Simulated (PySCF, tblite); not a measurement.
# C5H13ClSi: geometry, infrared bands and NMR shifts

What infrared bands and NMR shifts should C5H13ClSi (`C[SiH](C)CCCCl`) show?

Programs: tblite 0.8.0 and PySCF 2.14.0, with density-fitted response routines of our own. Each step states its level of theory. These are calculated values for one molecule in the gas phase, unless marked as measured. Atoms are numbered from 0 throughout.

### Step 1. The molecule as given

20 atoms, charge 0, multiplicity 1; geometry from: force field or distance geometry start.

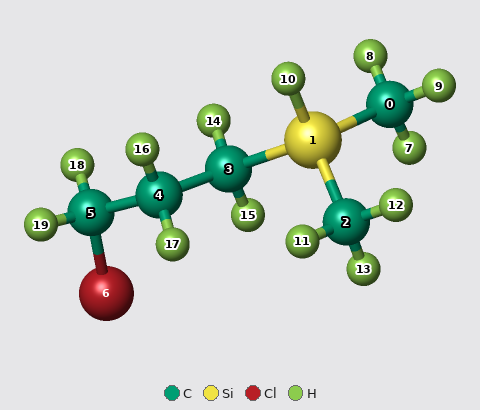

As it starts; carbon teal, silicon yellow, chlorine red, hydrogen green, atoms numbered.

### Step 2. Optimising the geometry with GFN2-xTB

What the job is given:

```
{"job": {"kind": "relax", "xc": "GFN2-xTB", "basis": "xTB"}, "charge": 0, "multiplicity": 1}
C     -2.329300     0.960500     1.177000
Si    -1.271700     0.213400    -0.153300
C     -1.649100    -1.599400    -0.360900
C      0.560800     0.454000     0.280000
C      1.548100    -0.039700    -0.774300
C      3.001200     0.253100    -0.434700
Cl     3.553400    -0.680500     0.973600
H     -2.163400     0.481700     2.147700
H     -2.116300     2.026300     1.295500
H     -3.402200     0.858900     0.931900
H     -1.528300     0.912200    -1.426200
H     -1.065300    -2.034700    -1.169400
H     -2.719300    -1.736900    -0.603300
H     -1.444900    -2.157700     0.548800
H      0.720800     1.523600     0.475300
H      0.740800    -0.072400     1.247500
H      1.324900     0.463400    -1.730500
H      1.420100    -1.119200    -0.958100
H      3.154500     1.318000    -0.204700
H      3.660100    -0.013800    -1.264700
```

On the command line:

```sh
> OMP_NUM_THREADS=1 python probes_run.py task.json out
```

The driver reads the jobs from task.json and runs them one after another.

**Question.** This job is followed by: GFN2-xTB harmonic vibrations, gas phase; GIAO PBE0/pcSseg-1 NMR shielding, non-relativistic, gas phase. Predict these results of the whole session: strongest single infrared mode (GFN2-xTB); zero-point energy (GFN2-xTB); ¹³C shifts against TMS (PBE0/pcSseg-1, means over atoms taken as alike); ¹H shifts against TMS (PBE0/pcSseg-1, means over atoms taken as alike); ²⁹Si shifts against TMS (PBE0/pcSseg-1); ³⁵Cl shifts against HCl (PBE0/pcSseg-1).

**Answer**, as computed:

```
                                                               quantity                             value
                              strongest single infrared mode (GFN2-xTB)             2148 cm⁻¹, 346 km/mol
                                           zero-point energy (GFN2-xTB)                    104.0 kcal/mol
¹³C shifts against TMS (PBE0/pcSseg-1, means over atoms taken as alike)        55.2, 32.0, 15.4, -3.9 ppm
 ¹H shifts against TMS (PBE0/pcSseg-1, means over atoms taken as alike)  4.35, 3.64, 1.54, 0.80, 0.09 ppm
                                ²⁹Si shifts against TMS (PBE0/pcSseg-1)                         -16.1 ppm
                                ³⁵Cl shifts against HCl (PBE0/pcSseg-1)                            71 ppm
```

**Reading.** Relaxing lowered the energy by 0.093 eV in 58 steps; the close pair that moved most is C0–Si1, from 1.856 to 1.901 Å. No mode is imaginary among the 54: a minimum at this level. The strongest single mode, at 2148 cm⁻¹, moves mainly H10. Unscaled tight-binding wavenumbers are off by several per cent, some by more. Its intensities can rank the bands wrongly. C5 (sp3 CH2 bonded to Cl) lies farthest downfield among carbon, at 55.2 ppm; pulled downfield by the heteroatom. At PBE0/pcSseg-1: The largest span, 385 ppm, is at Cl6, where the paramagnetic term is -267 ppm.
